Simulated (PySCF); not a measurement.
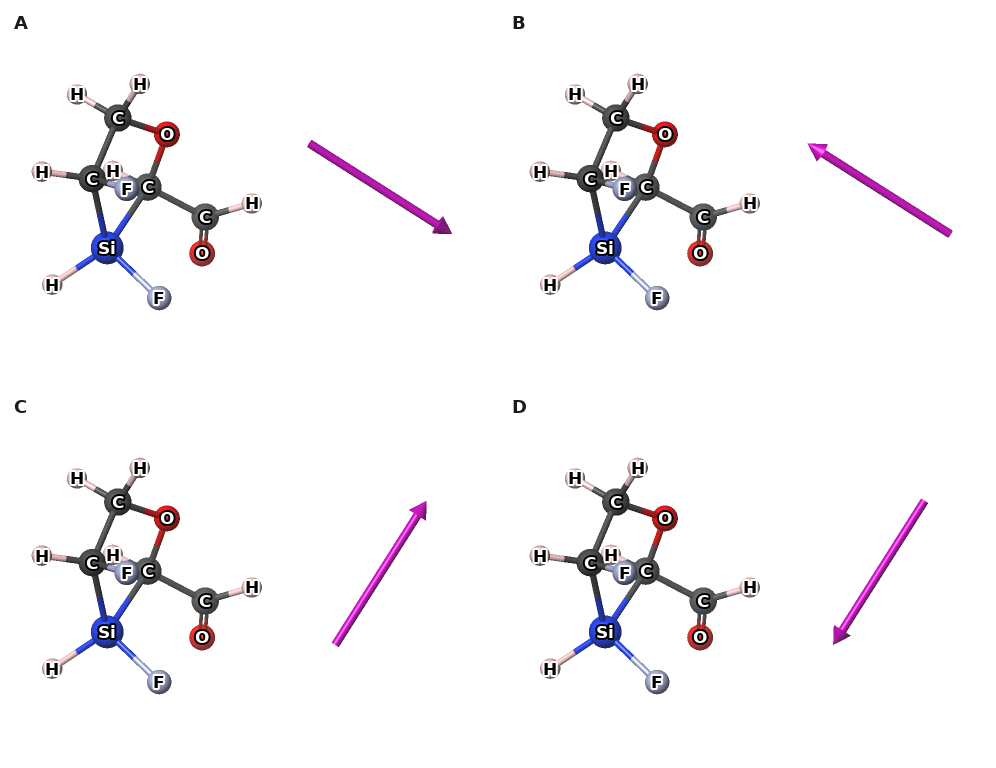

The same molecule four times, each with an arrow. The computed structure is the end point of a GFN2-xTB optimisation. No frequency run is at hand to confirm it as a minimum. Properties computed with CAM-B3LYP/def2-SVPD, gas phase (PySCF 2.14.0).

Which arrow points along the dipole moment, from the negative to the positive end?

B. The dipole moment is 4.21 D.

The geometry is semi-empirical. Around Si such bond lengths and angles can be off by a tenth of an ångström or more and by several degrees, and values that hang on the shape move with them.
